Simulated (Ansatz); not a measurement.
# SiCF (quartet): one geometry, many settings

Aim: run SiCF (quartet) at one geometry under a spread of methods and options, and see what each costs and gives.

Method: the settings change from run to run; program: Ansatz 0.2.0, Gaussian basis.

30 further runs of the same task are left out: 6 for a known fault of the program, 9 that didn't finish, 15 set aside as unsound or not needed.

**1. The geometry**

The geometry is a PBE0/def2-TZVP stationary point (not a proven minimum).

3 atoms, charge 0, spin multiplicity 4.

Atoms are counted from 1 here; the program's logs count them from 0.

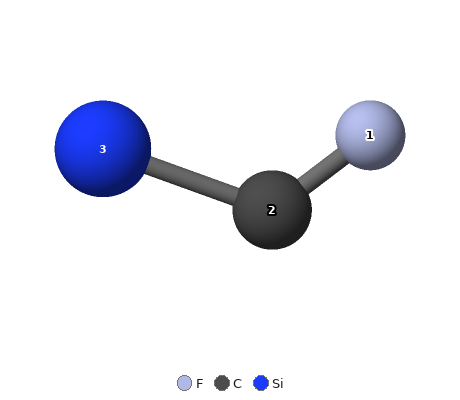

The structure; fluorine light blue, carbon dark grey, silicon blue; atoms are numbered from 1 in the order of the file.

**2. NEVPT2(5,5)/6-31G**

Contents of in.yaml:

```yaml
crystal:
  periodic: [false, false, false]
  atoms:
    - {symbol: F, position_ang: [0.000000, -0.229980, 1.548266]}
    - {symbol: C, position_ang: [0.000000, 0.558036, 0.515839]}
    - {symbol: Si, position_ang: [0.000000, -0.083073, -1.267920]}
basis:
  gaussian: {orbitals: 6-31G}
magnetization: {spin_polarized: false, initial_magnetization: 3}
correlation: {method: sc_nevpt2, electrons: valence, active_space: {window: {electrons: 5, orbitals: 5}, states: [{multiplicity: 4, weights: [1, 1, 1, 1]}, {multiplicity: 6, weights: [1]}]}}
output: {forces: true}
```

Started as:

```bash
> ansatz run in.yaml --threads 1 --pin off --events-out ev --progress --plain --max-ram 2393MiB
```

The program printed, shortened:

```text
Functional definition: HF
  name "HF"
  cite "Fock, Z. Phys. 61, 126 (1930) doi:10.1007/BF01340294"
  parent pbe
[...]
632 factors; integrals over basis functions are off by at most 5.6e-8 eV
[...]
mean field -11591.83807515 eV, -425.9921920318 hartree, gradient 2.2e-6 eV, S^2 3.750000; 9 other end points of the search recorded, 0 dependent functions left out
reference -11591.83807515 eV, -425.9921920318 hartree; 16, 13 occupied and 15, 18 virtual orbitals, 632 factors
state -11592.08294635 eV, -426.0011908824 hartree
state -11591.36662294 eV, -425.9748664824 hartree
state -11590.42502395 eV, -425.9402633579 hartree
state -11589.46491985 eV, -425.9049801831 hartree
state -11592.08294635 eV, -426.0011908824 hartree; corrected -11597.48890112 eV, -426.1998560559 hartree
state -11591.36662294 eV, -425.9748664824 hartree; corrected -11596.60318769 eV, -426.1673066876 hartree
state -11590.42502395 eV, -425.9402633579 hartree; corrected -11595.68574341 eV, -426.1335912323 hartree
state -11589.46491985 eV, -425.9049801831 hartree; corrected -11594.84290768 eV, -426.1026175905 hartree
state -11589.73317812 eV, -425.9148384927 hartree
state -11589.73317812 eV, -425.9148384927 hartree; corrected -11594.74753019 eV, -426.0991125322 hartree
[...]
Total energy: -11595.87365402 eV, -426.1404968197 hartree
Atom 0 at     0.000000    -0.229980     1.548266 Å, force    -0.000000    -2.441891     3.331431 eV/Å
Atom 1 at     0.000000     0.558036     0.515839 Å, force     0.000000     2.775562    -2.240608 eV/Å
Atom 2 at     0.000000    -0.083073    -1.267920 Å, force    -0.000000    -0.333672    -1.090823 eV/Å
Dipole moment:     0.000000    -0.024155    -0.262527 e Å
```

Wall time 1.9 s (1 thread of Arm Neoverse V1, shared host).

From the report: 12 determinants; active occupations (of the averaged states) 1.46, 1.11, 0.99, 0.80, 0.64.

**3. MP2 on UHF/cc-pVDZ**

Contents of in.yaml:

```yaml
crystal:
  periodic: [false, false, false]
  atoms:
    - {symbol: F, position_ang: [0.000000, -0.229980, 1.548266]}
    - {symbol: C, position_ang: [0.000000, 0.558036, 0.515839]}
    - {symbol: Si, position_ang: [0.000000, -0.083073, -1.267920]}
basis:
  gaussian: {orbitals: cc-pVDZ}
magnetization: {spin_polarized: true, initial_magnetization: 3}
correlation: {method: mp2, electrons: outside_noble_gas}
```

Same command.

The program printed:

```text
Functional definition: HF
  name "HF"
  cite "Fock, Z. Phys. 61, 126 (1930) doi:10.1007/BF01340294"
  parent pbe
  exchange = exact_x
  correlation = 0
446 factors; integrals over basis functions are off by at most 1.0e-3 eV
mean field evaluation 1: about -11592.6954 eV, gradient 1.1e1 eV
mean field evaluation 2: about -11592.7008 eV, gradient 1.1e1 eV
mean field evaluation 4: about -11594.0668 eV, gradient 3.2e0 eV
mean field evaluation 8: about -11594.3288 eV, gradient 2.2e-1 eV
mean field evaluation 16: about -11593.5771 eV, gradient 1.6e-1 eV
mean field evaluation 32: about -11594.3273 eV, gradient 1.9e-1 eV
mean field -11594.33090179 eV, -426.0838017212 hartree, gradient 8.6e-6 eV, S^2 3.776167; 8 other end points of the search recorded, 0 dependent functions left out
7 core orbitals not correlated: weight in the atoms' cores, before any rotation towards them, 1.000 or more for the frozen orbitals, at most 0.000 for the correlated occupied ones
reference -11594.33090179 eV, -426.0838017212 hartree; 9, 6 occupied and 30, 33 virtual orbitals, 446 factors
second order -8.96223126 eV of doubles, -0.00000000 eV of singles
Total energy: -11603.29313306 eV, -426.4131576454 hartree
```

Run time: 0.99 s. Hardware: 1 thread of Arm Neoverse V1, shared host.

From the report: ⟨S²⟩ of the determinant 3.776 (pure quartet: 3.75).

**4. CCSD on UHF/cc-pVDZ**

Edit in.yaml of step 3 so:

```diff
@@ -7,4 +7,6 @@
 basis:
-  gaussian: {orbitals: cc-pVDZ}
+  gaussian: {orbitals: cc-pVDZ, fitting: {mean_field: def2-universal-jkfit}}
 magnetization: {spin_polarized: true, initial_magnetization: 3}
-correlation: {method: mp2, electrons: outside_noble_gas}
+correlation: {method: ccsd, electrons: outside_noble_gas, diis_vectors: 4}
+scf: {lower_state_search: off}
+output: {forces: true}
```

Launched as before.

The program printed, shortened:

```text
Functional definition: HF
  name "HF"
  cite "Fock, Z. Phys. 61, 126 (1930) doi:10.1007/BF01340294"
  parent pbe
[...]
280 factors; integrals over basis functions are off by at most 1.8e-1 eV
[...]
mean field -11594.32895311 eV, -426.0837301083 hartree, gradient 3.1e-6 eV, S^2 3.776164; 0 other end points of the search recorded, 0 dependent functions left out
7 core orbitals not correlated: weight in the atoms' cores, before any rotation towards them, 1.000 or more for the frozen orbitals, at most 0.000 for the correlated occupied ones
reference -11594.32895311 eV, -426.0837301083 hartree; 9, 6 occupied and 30, 33 virtual orbitals, 280 factors
second order -8.96308731 eV of doubles, -0.00000000 eV of singles
cycle   1  -9.34546760 eV  change   -3.8e-1 eV  update   1.0e-1
[...]
cycle  22  -9.87026561 eV  change   -1.4e-7 eV  update   2.5e-7
[...]
Total energy: -11604.19921872 eV, -426.4464556791 hartree
Atom 0 at     0.000000    -0.229980     1.548266 Å, force    -0.000000    -0.499145     0.643331 eV/Å
Atom 1 at     0.000000     0.558036     0.515839 Å, force    -0.000000     0.661210    -0.205486 eV/Å
Atom 2 at     0.000000    -0.083073    -1.267920 Å, force     0.000000    -0.162065    -0.437845 eV/Å
Dipole moment:     0.000000     0.018357    -0.014778 e Å
Checks for a lower state left out: starts, cluster_reference, orbital_swaps, neighbouring_geometries, increment
```

Run time: 3.2 s. Hardware: 1 thread of Arm Neoverse V1, shared host.

From the report: ⟨S²⟩ of the determinant 3.776 (pure quartet: 3.75); correlation -9.8703 eV; T1 0.036; largest double amplitude 0.07.

**5. BCCD(T) on UHF/6-31G***

Contents of in.yaml:

```yaml
crystal:
  periodic: [false, false, false]
  atoms:
    - {symbol: F, position_ang: [0.000000, -0.229980, 1.548266]}
    - {symbol: C, position_ang: [0.000000, 0.558036, 0.515839]}
    - {symbol: Si, position_ang: [0.000000, -0.083073, -1.267920]}
basis:
  gaussian: {orbitals: "6-31G*", point_charges: [{charge: -1.00, position_ang: [4.454, 0.942, 0.178]}]}
magnetization: {spin_polarized: true, initial_magnetization: 3}
correlation: {method: bccd_t, electrons: valence}
accuracy: high
```

Same command.

The program printed, shortened:

```text
Functional definition: HF
  name "HF"
  cite "Fock, Z. Phys. 61, 126 (1930) doi:10.1007/BF01340294"
  parent pbe
[...]
924 factors; integrals over basis functions are off by at most 3.7e-9 eV
[...]
mean field -11593.81815963 eV, -426.0649587942 hartree, gradient 3.0e-8 eV, S^2 3.772999; 9 other end points of the search recorded, 0 dependent functions left out
determinant -11593.81815963 eV, -426.0649587942 hartree, with singles and doubles -11603.02008043 eV, -426.4031231464 hartree
determinant -11592.94581914 eV, -426.0329008723 hartree, with singles and doubles -11601.84658489 eV, -426.3599979808 hartree
determinant -11590.67472733 eV, -425.9494397880 hartree, with singles and doubles -11599.91856542 eV, -426.2891445721 hartree
determinant -11590.43894180 eV, -425.9407748296 hartree, with singles and doubles -11599.64611741 eV, -426.2791322921 hartree
7 core orbitals not correlated: weight in the atoms' cores, before any rotation towards them, 1.000 or more for the frozen orbitals, at most 0.000 for the correlated occupied ones
reference -11593.81815963 eV, -426.0649587942 hartree; 9, 6 occupied and 33, 36 virtual orbitals, 924 factors
second order -8.39536198 eV of doubles, -0.00000000 eV of singles
cycle   1  -9.16933402 eV  change    3.3e-2 eV  update   2.1e-2
[...]
cycle  33  -9.16345467 eV  change  -6.1e-10 eV  update  9.2e-10
perturbative correction -0.34793692 eV, -0.0127864459 hartree
Total energy: -11603.32955122 eV, -426.4144959880 hartree
```

It took 12 s on 1 thread of Arm Neoverse V1, shared host.

From the report: ⟨S²⟩ of the determinant 3.773 (pure quartet: 3.75); correlation -9.5114 eV; largest double amplitude 0.07.

**6. CCSDT(Q)/6-31G**

Contents of in.yaml:

```yaml
crystal:
  periodic: [false, false, false]
  atoms:
    - {symbol: F, position_ang: [0.000000, -0.229980, 1.548266]}
    - {symbol: C, position_ang: [0.000000, 0.558036, 0.515839]}
    - {symbol: Si, position_ang: [0.000000, -0.083073, -1.267920]}
basis:
  gaussian: {orbitals: 6-31G}
magnetization: {spin_polarized: true, initial_magnetization: 3}
hamiltonian: {xc: {name: r2SCAN}}
correlation: {method: ccsdt_q, electrons: valence}
```

Same command.

The program printed, shortened:

```text
Functional definition: r2SCAN
  name "r2SCAN"
  cite "Furness, Kaplan, Ning, Perdew & Sun, J. Phys. Chem. Lett. 11, 8208 (2020) doi:10.1021/acs.jpclett.0c02405"
  cite "Furness, Kaplan, Ning, Perdew & Sun, J. Phys. Chem. Lett. 11, 9248 (2020) doi:10.1021/acs.jpclett.0c03077"
  parent r2scan
[...]
632 factors; integrals over basis functions are off by at most 5.6e-8 eV
[...]
mean field -11621.42135956 eV, -427.0793576816 hartree, gradient 7.2e-6 eV, S^2 3.756223; 4 other end points of the search recorded, 0 dependent functions left out
7 core orbitals not correlated: weight in the atoms' cores, before any rotation towards them, 1.000 or more for the frozen orbitals, at most 0.000 for the correlated occupied ones
reference -11591.18271927 eV, -425.9681081475 hartree; 9, 6 occupied and 15, 18 virtual orbitals, 632 factors
second order -6.40056250 eV of doubles, -0.43567030 eV of singles
cycle   1  -6.28192542 eV  change    5.3e-1 eV  update   1.2e-1
[...]
cycle  20  -6.98750372 eV  change   -1.7e-6 eV  update   7.9e-7
perturbative correction -0.02592159 eV, -0.0009526007 hartree
Total energy: -11598.19614457 eV, -426.2258467734 hartree
```

Run time: 15 s. Hardware: 1 thread of Arm Neoverse V1, shared host; peak memory 0.27 GiB.

From the report: ⟨S²⟩ of the determinant 3.756 (pure quartet: 3.75); correlation -7.0134 eV; T1 0.017; largest double amplitude 0.09. The orbitals are Kohn-Sham ones, so correlation energy and T1 don't compare with those on Hartree-Fock orbitals.

**7. The runs in one table**

Where basis and cores are those of an earlier UCCSDT(Q)/cc-pVDZ run (-11604.5712 eV), and the state is the same kind, the miss against it is given.

| level | correlated | functions | energy (eV) | from UCCSDT(Q) (meV) | time |
| --- | --- | --- | --- | --- | --- |
| NEVPT2(5,5)/6-31G (mean of several states) | valence | 31 | -11595.8737 |  | 1.9 s |
| MP2 on UHF/cc-pVDZ | outside noble gas | 46 | -11603.2931 | 1278.1 | 0.99 s |
| CCSD on UHF/cc-pVDZ | outside noble gas | 46 | -11604.1992 | 372.0 | 3.2 s |
| BCCD(T) on UHF/6-31G* (beside a point charge) | valence | 49 | -11603.3296 |  | 12 s |
| CCSDT(Q)/6-31G (on r2SCAN orbitals) | valence | 31 | -11598.1961 |  | 15 s |

**8. Results**

| quantity | value |
| --- | --- |
| runs | 5 |
| quickest | MP2 on UHF/cc-pVDZ, 0.99 s |
| slowest | CCSDT(Q)/6-31G (on r2SCAN orbitals), 15 s |

In words: Total energies in different bases, with other cores or another treatment of relativity can't be set against each other. CCSDT(Q)/6-31G (on r2SCAN orbitals) took 15 times as long as MP2 on UHF/cc-pVDZ; the jobs differ in more than the method. Among the correlated runs with a miss given, it spans +372 to +1278 meV.
